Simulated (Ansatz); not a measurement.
## Geometry relaxation of C2H7AlBFO (part 1 of 2)

- system: C2H7AlBFO
- method: RKS PBE-D4/def2-SVP (Ansatz 0.2.0)

The geometry: force-field start. Figures and captions count atoms from 1; the log counts them from 0 in places.

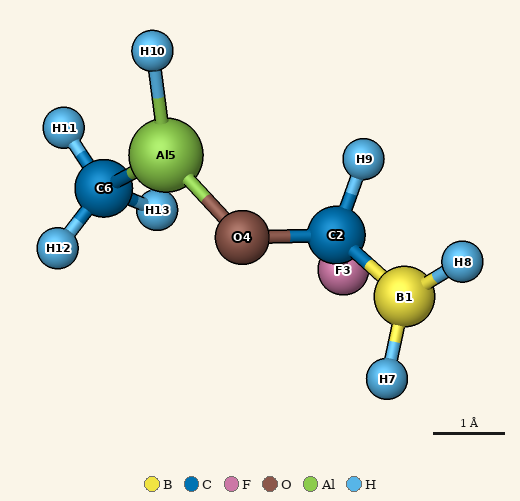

*The structure as given in the input (ball-and-stick view, seen at a tilt; atoms are numbered from 1 in the order of the input). Sticks mark near contacts.*

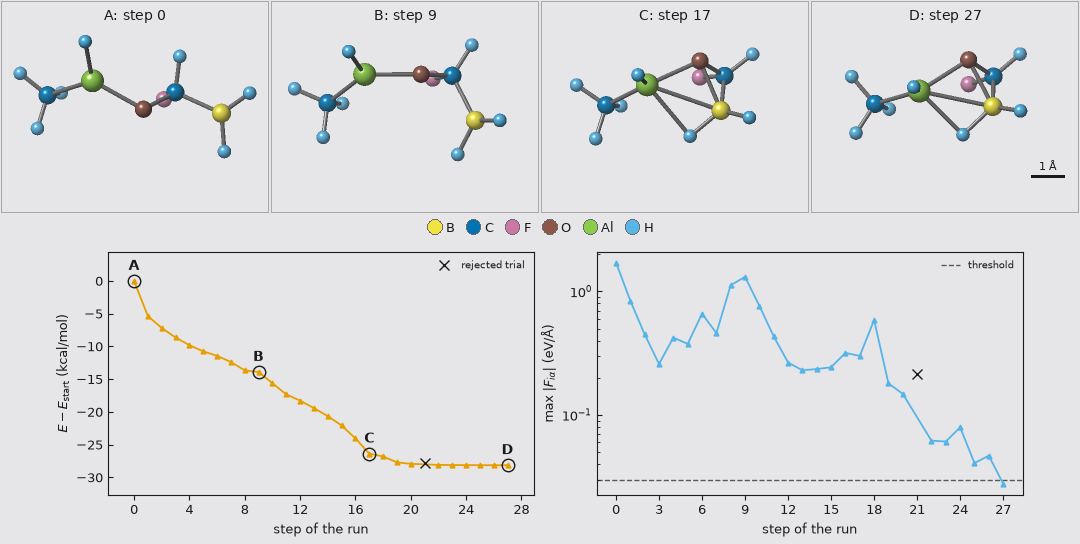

*Frames of the relaxation (ball-and-stick view, seen at a tilt) above the curves, on which the letters mark them (the first geometry is step 0 here and step 1 in the log).*

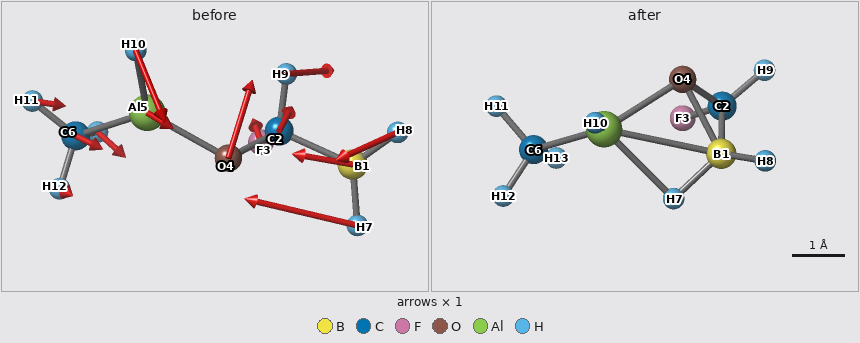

*Before (left) and after (right) the relaxation, at one scale (ball-and-stick view, seen at a tilt). The red arrows give the displacements, at true length.*

The atom that moves furthest after the best rigid fit is H7 (2.31 Å). By element the largest moves are H 2.31 Å, O 1.65 Å, B 1.26 Å, C 0.88 Å, F 0.69 Å, Al 0.62 Å. Among the contacts that change: Al5–H7 4.680 → 1.945 Å, B1–Al5 4.149 → 2.351 Å, B1–O4 2.493 → 1.630 Å, B1–H7 1.195 → 1.269 Å. New bonds form: B1–Al5 (4.15 → 2.35 Å), B1–O4 (2.49 → 1.63 Å). Among the angles that change: B1–C2–O4 113.9° → 65.6°, B1–C2–H9 105.0° → 124.3°, B1–C2–F3 107.0° → 122.9°. After 27 geometry steps the energy has fallen by 28.1 kcal/mol. The largest force component goes from 1.7 to 0.028 eV/Å. The line search rejected the trial step at point 21 (counted from 0) and went back. (Atoms are counted from 1 in the order of the input.)

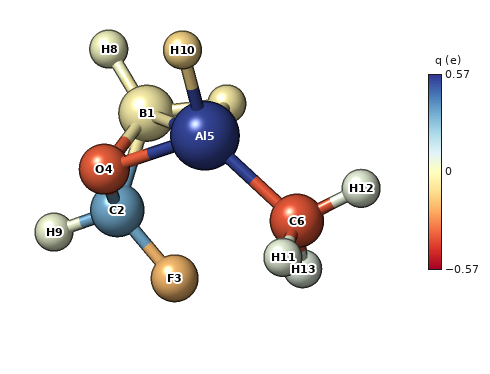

*Mulliken charges, as the colour of each atom (ball-and-stick view, seen at a tilt; atoms are numbered from 1 in the order of the input).*

By element: B −0.04, C −0.38 to +0.34, F −0.19, O −0.36, Al +0.54 and H −0.12 to +0.08 e.

The input and output of the run follow.

### The input
```yaml
crystal:
  periodic: [false, false, false]
  atoms:
    - {symbol: B, position_ang: [-1.335100, -1.784800, 1.798500]}
    - {symbol: C, position_ang: [-0.296900, -0.953100, 0.946200]}
    - {symbol: F, position_ang: [-0.024200, -1.692200, -0.196400]}
    - {symbol: O, position_ang: [-0.751100, 0.310400, 0.581200]}
    - {symbol: Al, position_ang: [0.492100, 1.371000, -0.179800]}
    - {symbol: C, position_ang: [0.831100, 1.326400, -2.123200]}
    - {symbol: H, position_ang: [-2.407200, -1.987000, 1.310600]}
    - {symbol: H, position_ang: [-1.111000, -2.064100, 2.886700]}
    - {symbol: H, position_ang: [0.615000, -0.827300, 1.630800]}
    - {symbol: H, position_ang: [1.364100, 2.338600, 0.793300]}
    - {symbol: H, position_ang: [1.642400, 2.011100, -2.357600]}
    - {symbol: H, position_ang: [-0.070200, 1.610800, -2.650300]}
    - {symbol: H, position_ang: [1.071300, 0.305400, -2.425300]}
basis:
  gaussian: {orbitals: def2-SVP}
hamiltonian: {xc: pbe, dispersion: d4}
relax: {f_tol: 0.03, max_steps: 200}
```

Run as:
```bash
ansatz run in.yaml --threads 4 --pin off --events-out ev --progress --plain --max-ram 10444MiB
```

### What the program printed
```
Functional definition: PBE
  name "PBE"
  cite "Perdew, Burke & Ernzerhof, Phys. Rev. Lett. 77, 3865 (1996) doi:10.1103/PhysRevLett.77.3865"
  parent pbe
  parameter kappa = 0.804
  parameter beta = 0.06672455060314922
  exchange = pbe_x(kappa = kappa, mu = beta*pi^2/3)
  correlation = pbe_c(beta = beta)
1360 factors; their error is unknown
mean field evaluation 1: about -14191.3138 eV, gradient 7.4e1 eV
mean field evaluation 2: about -14135.5535 eV, gradient 1.6e2 eV
mean field evaluation 4: about -14203.9406 eV, gradient 1.2e1 eV
mean field evaluation 8: about -14204.2867 eV, gradient 1.2e-1 eV
mean field evaluation 16: about -14204.2284 eV, gradient 9.4e-4 eV
mean field -14204.22840664 eV, -521.9957659720 hartree, gradient 4.9e-5 eV, S^2 0.000000; 0 other end points of the search recorded, 0 dependent functions left out
the calculation of the forces begins
reference -14204.22845336 eV, -521.9957676891 hartree; 27, 27 occupied and 96, 96 virtual orbitals, 1360 factors
relax step   1: F+E_penalty+E_count = -14204.46093636 eV  Δ(F+E_penalty+E_count) = +0.000e0 eV  max|allowed force component| = 1.713e0 eV/Å  Δτ_max = 0.0000 Å  (28 SCF iters, accepted)
these checks for a lower state are left out or cut short: starts, cluster_reference, orbital_swaps, neighbouring_geometries, increment
1360 factors; their error is unknown
mean field -14204.46138948 eV, -522.0043279335 hartree, gradient 1.8e-5 eV, S^2 0.000000; 0 other end points of the search recorded, 0 dependent functions left out
[... from here on the field's lines of each further geometry are left out, up to the last ...]
relax step   2: F+E_penalty+E_count = -14204.69372665 eV  Δ(F+E_penalty+E_count) = -2.328e-1 eV  max|allowed force component| = 8.390e-1 eV/Å  Δτ_max = 0.1360 Å  (29 SCF iters, accepted)
relax step   3: F+E_penalty+E_count = -14204.77203277 eV  Δ(F+E_penalty+E_count) = -7.831e-2 eV  max|allowed force component| = 4.485e-1 eV/Å  Δτ_max = 0.0857 Å  (30 SCF iters, accepted)
relax step   4: F+E_penalty+E_count = -14204.83510546 eV  Δ(F+E_penalty+E_count) = -6.307e-2 eV  max|allowed force component| = 2.586e-1 eV/Å  Δτ_max = 0.1999 Å  (30 SCF iters, accepted)
relax step   5: F+E_penalty+E_count = -14204.88600276 eV  Δ(F+E_penalty+E_count) = -5.090e-2 eV  max|allowed force component| = 4.232e-1 eV/Å  Δτ_max = 0.1998 Å  (29 SCF iters, accepted)
relax step   6: F+E_penalty+E_count = -14204.92694230 eV  Δ(F+E_penalty+E_count) = -4.094e-2 eV  max|allowed force component| = 3.762e-1 eV/Å  Δτ_max = 0.1937 Å  (29 SCF iters, accepted)
relax step   7: F+E_penalty+E_count = -14204.95633779 eV  Δ(F+E_penalty+E_count) = -2.940e-2 eV  max|allowed force component| = 6.610e-1 eV/Å  Δτ_max = 0.1915 Å  (29 SCF iters, accepted)
relax step   8: F+E_penalty+E_count = -14204.99740824 eV  Δ(F+E_penalty+E_count) = -4.107e-2 eV  max|allowed force component| = 4.597e-1 eV/Å  Δτ_max = 0.1326 Å  (30 SCF iters, accepted)
relax step   9: F+E_penalty+E_count = -14205.05263797 eV  Δ(F+E_penalty+E_count) = -5.523e-2 eV  max|allowed force component| = 1.125e0 eV/Å  Δτ_max = 0.1952 Å  (36 SCF iters, accepted)
relax step  10: F+E_penalty+E_count = -14205.06364514 eV  Δ(F+E_penalty+E_count) = -1.101e-2 eV  max|allowed force component| = 1.311e0 eV/Å  Δτ_max = 0.1946 Å  (30 SCF iters, accepted)
relax step  11: F+E_penalty+E_count = -14205.13747314 eV  Δ(F+E_penalty+E_count) = -7.383e-2 eV  max|allowed force component| = 7.638e-1 eV/Å  Δτ_max = 0.1259 Å  (30 SCF iters, accepted)
relax step  12: F+E_penalty+E_count = -14205.21167949 eV  Δ(F+E_penalty+E_count) = -7.421e-2 eV  max|allowed force component| = 4.321e-1 eV/Å  Δτ_max = 0.1571 Å  (29 SCF iters, accepted)
relax step  13: F+E_penalty+E_count = -14205.25311793 eV  Δ(F+E_penalty+E_count) = -4.144e-2 eV  max|allowed force component| = 2.659e-1 eV/Å  Δτ_max = 0.1589 Å  (29 SCF iters, accepted)
relax step  14: F+E_penalty+E_count = -14205.30256631 eV  Δ(F+E_penalty+E_count) = -4.945e-2 eV  max|allowed force component| = 2.302e-1 eV/Å  Δτ_max = 0.1978 Å  (31 SCF iters, accepted)
relax step  15: F+E_penalty+E_count = -14205.35557236 eV  Δ(F+E_penalty+E_count) = -5.301e-2 eV  max|allowed force component| = 2.353e-1 eV/Å  Δτ_max = 0.1981 Å  (30 SCF iters, accepted)
relax step  16: F+E_penalty+E_count = -14205.41733520 eV  Δ(F+E_penalty+E_count) = -6.176e-2 eV  max|allowed force component| = 2.435e-1 eV/Å  Δτ_max = 0.1952 Å  (30 SCF iters, accepted)
relax step  17: F+E_penalty+E_count = -14205.50339206 eV  Δ(F+E_penalty+E_count) = -8.606e-2 eV  max|allowed force component| = 3.182e-1 eV/Å  Δτ_max = 0.1950 Å  (28 SCF iters, accepted)
relax step  18: F+E_penalty+E_count = -14205.60412026 eV  Δ(F+E_penalty+E_count) = -1.007e-1 eV  max|allowed force component| = 3.007e-1 eV/Å  Δτ_max = 0.1955 Å  (28 SCF iters, accepted)
relax step  19: F+E_penalty+E_count = -14205.62262626 eV  Δ(F+E_penalty+E_count) = -1.851e-2 eV  max|allowed force component| = 5.866e-1 eV/Å  Δτ_max = 0.1952 Å  (29 SCF iters, accepted)
relax step  20: F+E_penalty+E_count = -14205.66184975 eV  Δ(F+E_penalty+E_count) = -3.922e-2 eV  max|allowed force component| = 1.804e-1 eV/Å  Δτ_max = 0.1170 Å  (30 SCF iters, accepted)
relax step  21: F+E_penalty+E_count = -14205.67148008 eV  Δ(F+E_penalty+E_count) = -9.630e-3 eV  max|allowed force component| = 1.483e-1 eV/Å  Δτ_max = 0.0825 Å  (29 SCF iters, accepted)
relax step  22: F+E_penalty+E_count = -14205.66918388 eV  Δ(F+E_penalty+E_count) = +2.296e-3 eV  max|allowed force component| = 2.144e-1 eV/Å  Δτ_max = 0.1695 Å  (29 SCF iters, rejected (line search))
relax step  23: F+E_penalty+E_count = -14205.67862954 eV  Δ(F+E_penalty+E_count) = -7.149e-3 eV  max|allowed force component| = 6.200e-2 eV/Å  Δτ_max = 0.0821 Å  (29 SCF iters, accepted)
relax step  24: F+E_penalty+E_count = -14205.67952691 eV  Δ(F+E_penalty+E_count) = -8.974e-4 eV  max|allowed force component| = 6.099e-2 eV/Å  Δτ_max = 0.0475 Å  (29 SCF iters, accepted)
relax step  25: F+E_penalty+E_count = -14205.68000452 eV  Δ(F+E_penalty+E_count) = -4.776e-4 eV  max|allowed force component| = 7.948e-2 eV/Å  Δτ_max = 0.0468 Å  (30 SCF iters, accepted)
relax step  26: F+E_penalty+E_count = -14205.68045571 eV  Δ(F+E_penalty+E_count) = -4.512e-4 eV  max|allowed force component| = 4.084e-2 eV/Å  Δτ_max = 0.0280 Å  (31 SCF iters, accepted)
relax step  27: F+E_penalty+E_count = -14205.68069171 eV  Δ(F+E_penalty+E_count) = -2.360e-4 eV  max|allowed force component| = 4.685e-2 eV/Å  Δτ_max = 0.0505 Å  (30 SCF iters, accepted)
the calculation of the forces begins
reference -14205.41891718 eV, -522.0395164278 hartree; 27, 27 occupied and 96, 96 virtual orbitals, 1360 factors
relax step  28: F+E_penalty+E_count = -14205.68082167 eV  Δ(F+E_penalty+E_count) = -1.300e-4 eV  max|allowed force component| = 2.782e-2 eV/Å  Δτ_max = 0.0102 Å  (32 SCF iters, accepted)
1360 factors; their error is unknown
mean field evaluation 224: about -14205.4189 eV, gradient 8.9e-3 eV
mean field -14205.41887435 eV, -522.0395148537 hartree, gradient 1.6e-5 eV, S^2 0.000000; 1 other end points of the search recorded, 0 dependent functions left out
the calculation of the forces begins
reference -14205.41891718 eV, -522.0395164278 hartree; 27, 27 occupied and 96, 96 virtual orbitals, 1360 factors
Total energy: -14205.68086450 eV, -522.0491428141 hartree
Atom 0 at    -0.889372    -0.681791     1.317748 Å, force    -0.005924    -0.002572    -0.005387 eV/Å
Atom 1 at     0.360304    -1.540699     0.985359 Å, force    -0.004490     0.008448     0.012272 eV/Å
Atom 2 at     0.689405    -1.908578    -0.288187 Å, force     0.001692    -0.000169    -0.007225 eV/Å
Atom 3 at     0.647913    -0.142471     1.264647 Å, force     0.003949     0.000303    -0.002047 eV/Å
Atom 4 at    -0.036164     1.108145     0.054762 Å, force    -0.004318    -0.002739     0.001566 eV/Å
Atom 5 at     0.361373     0.940717    -1.847471 Å, force     0.009166     0.004885    -0.027822 eV/Å
Atom 6 at    -1.458845    -0.196782     0.292613 Å, force     0.002273    -0.001870     0.003054 eV/Å
Atom 7 at    -1.493507    -0.607456     2.362690 Å, force     0.001033    -0.000582     0.000156 eV/Å
Atom 8 at     0.885896    -2.185490     1.713858 Å, force     0.001866    -0.002447    -0.000014 eV/Å
Atom 9 at    -0.396832     2.424785     0.868648 Å, force     0.001665     0.000707    -0.000421 eV/Å
Atom 10 at     1.327906     1.437219    -2.084926 Å, force    -0.025059    -0.016148     0.004504 eV/Å
Atom 11 at    -0.415663     1.437745    -2.467034 Å, force     0.019705    -0.011802     0.016103 eV/Å
Atom 12 at     0.437887    -0.120144    -2.158006 Å, force    -0.001559     0.023985     0.005262 eV/Å
Dipole moment:     0.066008    -0.012741    -0.126864 e Å
```

### Trajectory as extended XYZ (Å, eV, eV/Å), 17 of the 28 frames kept, from step=1 to step=28
```
13
Properties=species:S:1:pos:R:3:forces:R:3 step=1 energy=-14204.46094
B    -1.3351   -1.7848    1.7985   -0.8971   1.0026  -1.5433
C    -0.2969   -0.9531    0.9462    0.2311   0.8377   1.4183
F    -0.0242   -1.6922   -0.1964    0.6387  -0.5047  -0.3988
O    -0.7511    0.3104    0.5812    0.3489   0.2015  -0.1807
Al    0.4921    1.3710   -0.1798   -0.1146  -0.0841   0.0681
C     0.8311    1.3264   -2.1232   -0.1815  -0.1445   1.3221
H    -2.4072   -1.9870    1.3106   -0.3863  -0.2904  -0.2145
H    -1.1110   -2.0641    2.8867    0.4159  -0.6198   1.7128
H     0.6150   -0.8273    1.6308    0.2193  -0.3213  -1.0242
H     1.3641    2.3386    0.7933   -0.2730  -0.2334  -0.0635
H     1.6424    2.0111   -2.3576    0.5083   0.3784  -0.3115
H    -0.0702    1.6108   -2.6503   -0.7290   0.3086  -0.5817
H     1.0713    0.3054   -2.4253    0.2192  -0.5307  -0.2030
13
Properties=species:S:1:pos:R:3:forces:R:3 step=3 energy=-14204.77203
B    -1.3897   -1.7204    1.7734   -0.0713   0.0119   0.2195
C    -0.2228   -0.9481    0.9985   -0.1023   0.2936   0.4485
F     0.0868   -1.7375   -0.1272    0.1165  -0.2862  -0.3671
O    -0.6649    0.3078    0.5972    0.3219  -0.1271  -0.0294
Al    0.5112    1.3982   -0.1761   -0.1476  -0.0888   0.0158
C     0.7907    1.3346   -2.1107   -0.0457   0.0656   0.1689
H    -2.4531   -1.9367    1.2051    0.2769   0.0798   0.0328
H    -1.2229   -2.0957    2.9353   -0.0812   0.1061  -0.3125
H     0.7522   -0.8759    1.5679   -0.2304  -0.0526  -0.0758
H     1.3047    2.3290    0.8519   -0.0082   0.0248  -0.0140
H     1.6176    2.0021   -2.4285   -0.0242  -0.0126  -0.0428
H    -0.1260    1.6158   -2.6697   -0.0047   0.0054  -0.0284
H     1.0365    0.2920   -2.4024    0.0003  -0.0199  -0.0155
13
Properties=species:S:1:pos:R:3:forces:R:3 step=4 energy=-14204.83511
B    -1.4088   -1.6966    1.7240    0.0595   0.0796  -0.1457
C    -0.1587   -0.9805    1.0397    0.0127  -0.2586   0.1522
F     0.1929   -1.7876   -0.0883   -0.0115   0.0458   0.0055
O    -0.5272    0.2817    0.6361    0.1080   0.1084  -0.0293
Al    0.5579    1.4290   -0.1539   -0.0903  -0.0468  -0.0237
C     0.7269    1.3340   -2.0886    0.0071  -0.0075  -0.0395
H    -2.3829   -1.8952    1.0225    0.0500   0.0106   0.0776
H    -1.3802   -2.0235    2.8960   -0.0765   0.0214  -0.0238
H     0.7793   -0.9562    1.6531   -0.0314  -0.0412   0.0276
H     1.3456    2.4084    0.8261   -0.0104   0.0504   0.0295
H     1.5487    1.9658   -2.4811    0.0004   0.0069  -0.0271
H    -0.2075    1.6127   -2.6198   -0.0101   0.0035   0.0201
H     0.9342    0.2732   -2.3511   -0.0075   0.0275  -0.0235
```
